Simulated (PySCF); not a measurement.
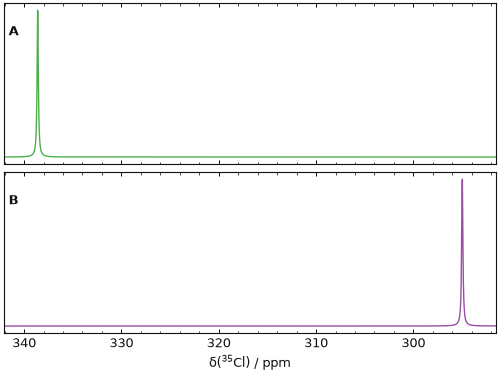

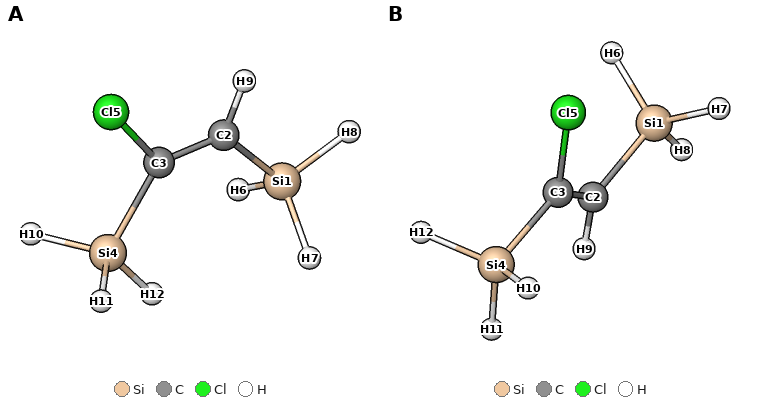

Related molecules: A is C₂H₇ClSi₂, SMILES [SiH3]/C=C(\[SiH3])Cl; B is C₂H₇ClSi₂, SMILES [SiH3]/C=C(/[SiH3])Cl. GIAO ³⁵Cl shifts against HCl (Cl: the usual scale starts at aqueous chloride instead), B97-2/pcSseg-2, PySCF, at a PBE0-D3(BJ)/def2-SVP geometry (no frequency check); fully decoupled, line heights follow the number of nuclei within a panel, widths are arbitrary (no quadrupolar broadening); values of one conformer, averaged over methyl-type rotors and exact or near symmetry.

How does the ³⁵Cl shift respond?

Answer. From A (338.6 ppm) to B (295.0 ppm) the nucleus is shielded by 43.6 ppm.
